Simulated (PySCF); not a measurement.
## C3H5BO2: excited-state calculation

C3H5BO2, computed with TDDFT PBE0/def2-SVPD, vertical, IEF-PCM cyclohexane (non-equilibrium linear response), core orbitals frozen in the response (PySCF 2.14.0).

The geometry comes from this level: GFN2-xTB. It belongs to a series of runs on one base structure; here: solvent cyclohexane; PBE0/def2-SVPD; 25 states; damp 0.1; guess huckel.

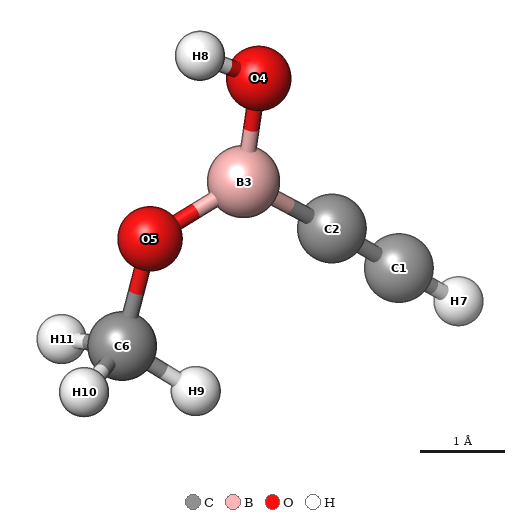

*The input geometry (ball-and-stick view, seen at a tilt; atoms are numbered from 1 in the order of the input).*

Key numbers:

| quantity | value |
| --- | --- |
| outcome | converged |
| total energy | −292.127997 hartree |
| HOMO | −8.40 eV |
| LUMO | −0.56 eV |
| dipole moment | 1.91 D |
| mean polarisability | 61.01 a.u. |
| lowest singlet excitation | 5.79 eV |
| hardware | 1 CPU thread, shared host |
| wall time | 71 s |
| peak memory | 0.75 GiB |

Remarks:

Settings chosen away from the usual ones: solvent cyclohexane; PBE0/def2-SVPD; 25 states; damp 0.1; guess huckel.

The input:
```
{"job": {"kind": "uv", "xc": "PBE0", "basis": "def2-SVPD", "solvent": "cyclohexane", "nstates": 25, "ntriplets": 2, "tda": false, "scf": {"damp": 0.1, "guess": "huckel"}}, "charge": 0, "multiplicity": 1}
C      2.264046    -0.917404     0.279632
C      1.411657    -0.086248     0.115672
B      0.286207     0.936410    -0.101639
O      0.595408     2.251199    -0.137198
O     -1.020017     0.588207    -0.256995
C     -1.495730    -0.732525    -0.255283
H      3.024468    -1.629766     0.423392
H     -0.163969     2.817779    -0.274833
H     -0.804108    -1.407914     0.254465
H     -2.462294    -0.742811     0.252254
H     -1.630243    -1.074257    -1.285510
```

The first line tells a small driver script what to run in PySCF; the rest is the geometry in Å.

Run as:
```bash
OMP_NUM_THREADS=1 python <driver script> task.json out
```

Log:
```
damping 0.10 in the first 6 cycles
final grid: 94112 points
cycle   1  E = -290.2412335820  dE = -4.510e-01  |g| = 2.955e+00  |ddm| = 1.191e+01
cycle   2  E = -290.3006806534  dE = -5.945e-02  |g| = 2.909e+00  |ddm| = 7.628e+00
cycle   3  E = -285.3453945308  dE =  4.955e+00  |g| = 4.743e+00  |ddm| = 6.336e+00
cycle   4  E = -262.4377042863  dE =  2.291e+01  |g| = 7.504e+00  |ddm| = 2.523e+01
cycle   5  E = -161.6430907495  dE =  1.008e+02  |g| = 1.547e+01  |ddm| = 1.297e+02
cycle   6  E = -197.3925891330  dE = -3.575e+01  |g| = 1.125e+01  |ddm| = 1.310e+02
cycle   7  E = -129.9995797464  dE =  6.739e+01  |g| = 1.438e+01  |ddm| = 5.368e+02
cycle   8  E = -274.3177485617  dE = -1.443e+02  |g| = 5.348e+00  |ddm| = 7.811e+02
cycle   9  E = -273.7500643022  dE =  5.677e-01  |g| = 6.611e+00  |ddm| = 5.926e+02
cycle  10  E = -289.9890368494  dE = -1.624e+01  |g| = 3.155e+00  |ddm| = 1.587e+01
cycle  11  E = -290.9123197310  dE = -9.233e-01  |g| = 2.319e+00  |ddm| = 4.017e+00
cycle  12  E = -291.8934654234  dE = -9.811e-01  |g| = 9.579e-01  |ddm| = 2.584e+00
cycle  13  E = -292.0271045341  dE = -1.336e-01  |g| = 6.512e-01  |ddm| = 1.893e+00
cycle  14  E = -292.1222737895  dE = -9.517e-02  |g| = 1.535e-01  |ddm| = 8.150e-01
cycle  15  E = -292.1278066527  dE = -5.533e-03  |g| = 2.837e-02  |ddm| = 2.185e-01
cycle  16  E = -292.1279686114  dE = -1.620e-04  |g| = 1.199e-02  |ddm| = 5.944e-02
cycle  17  E = -292.1279956729  dE = -2.706e-05  |g| = 2.487e-03  |ddm| = 1.372e-02
cycle  18  E = -292.1279971682  dE = -1.495e-06  |g| = 3.758e-04  |ddm| = 4.570e-03
cycle  19  E = -292.1279972023  dE = -3.411e-08  |g| = 1.212e-04  |ddm| = 1.025e-03
cycle  20  E = -292.1279972051  dE = -2.783e-09  |g| = 6.066e-05  |ddm| = 2.251e-04
cycle  21  E = -292.1279972060  dE = -9.529e-10  |g| = 8.884e-06  |ddm| = 9.965e-05
converged SCF energy = -292.1279972060

Static polarisability (au): isotropic 61.006, principal 44.586 61.452 76.979

Singlet excitations
state   eV       nm        f      main configurations
  1   5.7950    214.0   0.00008   H->L 0.80, H-1->L 0.17
  2   6.4011    193.7   0.05918   H-1->L 0.58, H->L+2 0.20, H->L 0.11
  3   6.9724    177.8   0.00019   H-1->L+2 0.65, H->L+2 0.13
  4   7.1081    174.4   0.09458   H-2->L 0.88
  5   7.4135    167.2   0.00200   H-3->L 0.97
  6   7.7358    160.3   0.03095   H->L+1 0.59, H-2->L+1 0.16, H-1->L+1 0.15
  7   7.8223    158.5   0.04719   H-1->L+1 0.61, H->L+1 0.24
  8   7.9175    156.6   0.00514   H-2->L+1 0.76, H-1->L+1 0.09
  9   8.1574    152.0   0.00303   H-2->L+2 0.88
 10   8.5222    145.5   0.05590   H->L+3 0.80, H->L+4 0.10
 11   8.5739    144.6   0.02126   H-4->L 0.57, H-1->L+3 0.35
 12   8.5908    144.3   0.04680   H-1->L+3 0.49, H-4->L 0.41
 13   8.6407    143.5   0.21479   H-3->L+1 0.65, H-3->L+2 0.12
 14   8.7632    141.5   0.02070   H-2->L+3 0.67, H->L+4 0.13, H-1->L+4 0.12
 15   8.7729    141.3   0.54550   H->L+2 0.26, H-5->L 0.19, H-3->L+1 0.15
 16   8.9137    139.1   0.01965   H-3->L+2 0.79, H-3->L+1 0.15
 17   9.0126    137.6   0.00174   H->L+4 0.65, H->L+3 0.10, H-1->L+4 0.08
 18   9.0703    136.7   0.00582   H-1->L+4 0.64, H-2->L+3 0.18
 19   9.2696    133.8   0.06377   H-5->L 0.62, H->L+5 0.09
 20   9.3079    133.2   0.00866   H-2->L+4 0.60, H->L+5 0.10, H-5->L 0.09
 21   9.4088    131.8   0.01031   H->L+5 0.56, H-1->L+5 0.17
 22   9.4742    130.9   0.05834   H-1->L+5 0.50, H-3->L+3 0.19, H-2->L+4 0.11
 23   9.4800    130.8   0.11477   H-3->L+3 0.68, H-1->L+5 0.11
 24   9.6456    128.5   0.01080   H->L+6 0.74
 25   9.6831    128.0   0.04879   H-4->L+1 0.86

Triplet excitations (Tamm-Dancoff, eV): 4.8669 5.2776
```

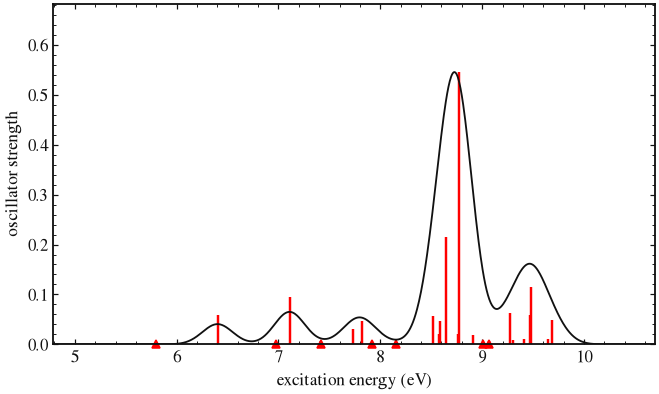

*Computed excitations as sticks (degenerate states added up, dark ones marked on the axis), with a Gaussian envelope of 0.35 eV full width at half maximum, scaled to the tallest.*

Of the 25 states the lowest lies at 5.79 eV (f = 0.000); the strongest line is at 8.77 eV, or 141 nm (f = 0.545).

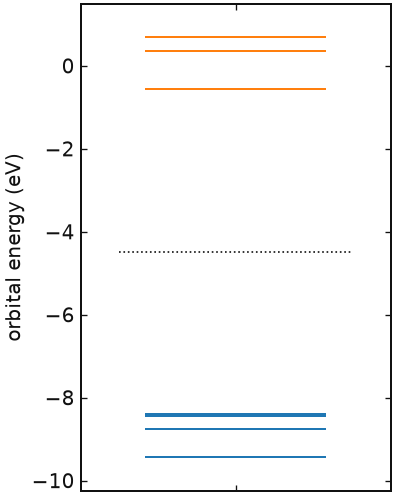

*Orbital energies near the frontier; the dotted line parts filled from empty levels, and levels within 0.02 eV of each other stand side by side.*

Highest filled −8.40 eV, lowest empty −0.56 eV, 7.84 eV apart.
